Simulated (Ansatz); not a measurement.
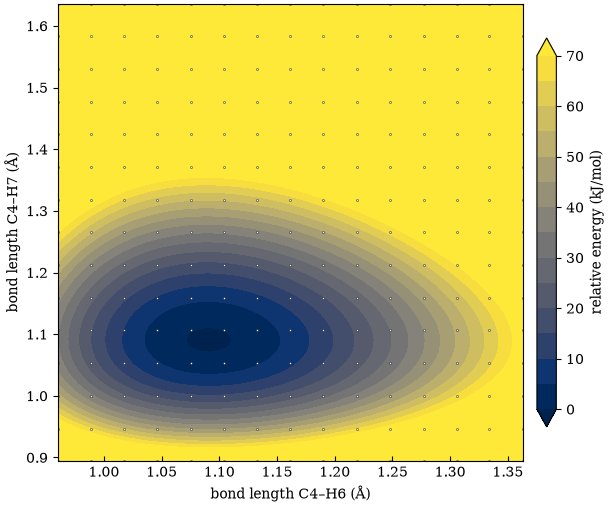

C2H2O3, SMILES O=C1OCO1. The first coordinate is: bond length C4–H6; the second: bond length C4–H7. Nothing is relaxed (all other coordinates rigid). Grid: 15 × 15 points. Energies are in kJ/mol, from the lowest grid point. The reference is spin-restricted, which grows unreliable where a bond is stretched far. Computed with Ansatz 0.2.0, RKS PBE0-D4/def2-TZVP.

The picture shows filled contours, dots at the grid points, one colour for all values above the top of the scale. Between grid points the surface is interpolated.

**Estimate the position of the minimum and the force constants in these coordinates.**

The interpolated minimum is at bond length C4–H6 ≈ 1.091 Å, bond length C4–H7 ≈ 1.091 Å. The curvatures there are about 34 eV/Å² and 34 eV/Å², with a cross term of about 0 eV/Å². Round the minimum the contours are nearly round: the two directions are equally stiff and uncoupled. (1 eV is 96.5 kJ/mol.)
